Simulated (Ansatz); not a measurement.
# SiSbNH6: one change and its effect

System: SiSbNH6.
Method of run 1: RKS PBE0-D4/def2-TZVPP (Ansatz 0.2.0).

The geometry comes from this level: PBE0-D4/def2-TZVP. Text and figures count atoms from 1; the logs count them from 0 in places.

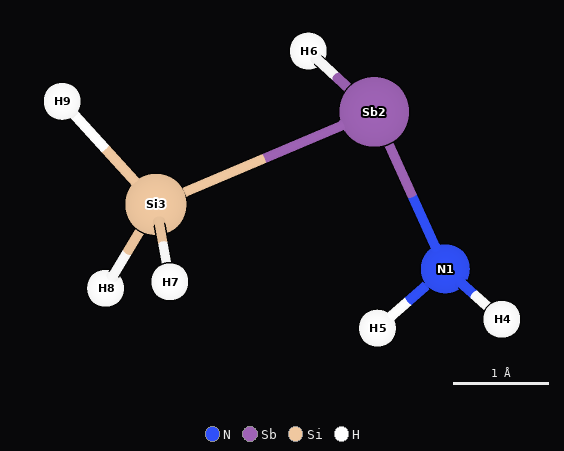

The structure as given in the input (ball-and-stick view, seen at a tilt; atoms are numbered from 1 in the order of the input). Sticks mark near contacts. Bond lengths as drawn: H–N 1.01 Å, H–Sb 1.71 Å, H–Si 1.49 Å, N–Sb 2.05 Å and Sb–Si 2.59 Å.

## Input, run 1
```yaml
crystal:
  periodic: [false, false, false]
  atoms:
    - {symbol: N, position_ang: [-0.047893, 0.620329, -1.934282]}
    - {symbol: Sb, position_ang: [1.099091, 0.995960, -0.282279]}
    - {symbol: Si, position_ang: [0.038665, -0.747715, 1.308754]}
    - {symbol: H, position_ang: [0.432534, -0.005784, -2.568289]}
    - {symbol: H, position_ang: [-0.950082, 0.214169, -1.720087]}
    - {symbol: H, position_ang: [0.035457, 2.193843, 0.320123]}
    - {symbol: H, position_ang: [0.618994, -2.091661, 1.038719]}
    - {symbol: H, position_ang: [-1.432430, -0.825300, 1.086466]}
    - {symbol: H, position_ang: [0.293964, -0.400243, 2.733775]}
basis:
  gaussian: {orbitals: def2-TZVPP}
hamiltonian: {xc: pbe0, dispersion: d4}
output: {orbitals: {seedname: orbitals}}
```

Hardware: 4 CPU threads, shared host.

## Output (run 1)
```
Functional definition: PBE0
  parameter a = 0.25
  parameter kappa = 0.804
  parameter beta = 0.06672455060314922
  exchange = (1 - a)*pbe_x(kappa = kappa, mu = beta*pi^2/3) + a*exact_x
  correlation = pbe_c(beta = beta)
1241 factors; their error is unknown
mean field evaluation 1: about -15991.8609 eV, gradient 5.9e1 eV
mean field evaluation 2: about -15967.2131 eV, gradient 1.1e2 eV
mean field evaluation 4: about -15998.6214 eV, gradient 6.6e0 eV
mean field evaluation 8: about -15998.8898 eV, gradient 5.1e-1 eV
mean field evaluation 16: about -15998.8901 eV, gradient 2.7e-5 eV
mean field -15998.89010302 eV, -587.9483668488 hartree, gradient 2.7e-5 eV, S^2 0.000000; 0 other end points of the search recorded, 0 dependent functions left out
reference -15998.89013668 eV, -587.9483680856 hartree; 25, 25 occupied and 182, 182 virtual orbitals, 1241 factors
Total energy: -15999.05795639 eV, -587.9545353464 hartree
```

For run 2 the input was changed thus:
```diff
-  gaussian: {orbitals: def2-TZVPP}
+  gaussian: {orbitals: def2-SVP}
```

Predict how the results change.

The total energy of run 2 is 116.7 kcal/mol higher, which measures the change of basis and not a stability. The HOMO goes from −6.90 to −6.78 eV. The LUMO goes from −0.91 to −0.62 eV. The basis functions go from 207 to 88.

## Output (run 2)
```
Functional definition: PBE0
  parameter a = 0.25
  parameter kappa = 0.804
  parameter beta = 0.06672455060314922
  exchange = (1 - a)*pbe_x(kappa = kappa, mu = beta*pi^2/3) + a*exact_x
  correlation = pbe_c(beta = beta)
955 factors; integrals over basis functions are off by at most 1.2e-3 eV
mean field evaluation 1: about -15988.4197 eV, gradient 5.0e1 eV
mean field evaluation 2: about -15969.5219 eV, gradient 9.5e1 eV
mean field evaluation 4: about -15993.6833 eV, gradient 3.5e0 eV
mean field evaluation 8: about -15993.8272 eV, gradient 2.4e-1 eV
mean field evaluation 16: about -15993.8274 eV, gradient 2.8e-5 eV
mean field -15993.82740372 eV, -587.7623160810 hartree, gradient 2.8e-5 eV, S^2 0.000000; 0 other end points of the search recorded, 0 dependent functions left out
reference -15993.82743159 eV, -587.7623171052 hartree; 25, 25 occupied and 63, 63 virtual orbitals, 955 factors
Total energy: -15993.99525130 eV, -587.7684843660 hartree
```

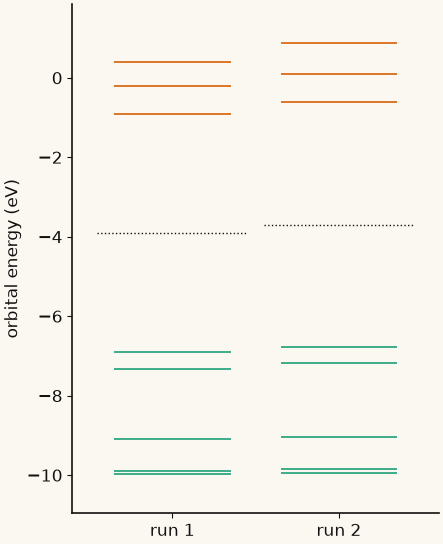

The five highest filled and three lowest empty orbital energies of the two runs; the dotted lines part filled from empty levels. The HOMO–LUMO gap is 5.99 eV in run 1 and 6.15 eV in run 2.

## The two runs side by side

| quantity | run 1 | run 2 |
| --- | --- | --- |
| outcome | converged | converged |
| total energy (hartree) | −587.954535 | −587.768484 |
| HOMO (eV) | −6.90 | −6.78 |
| LUMO (eV) | −0.91 | −0.62 |
| basis functions | 207 | 88 |
| wall time (shared host) | 1.6 s | 0.8 s |
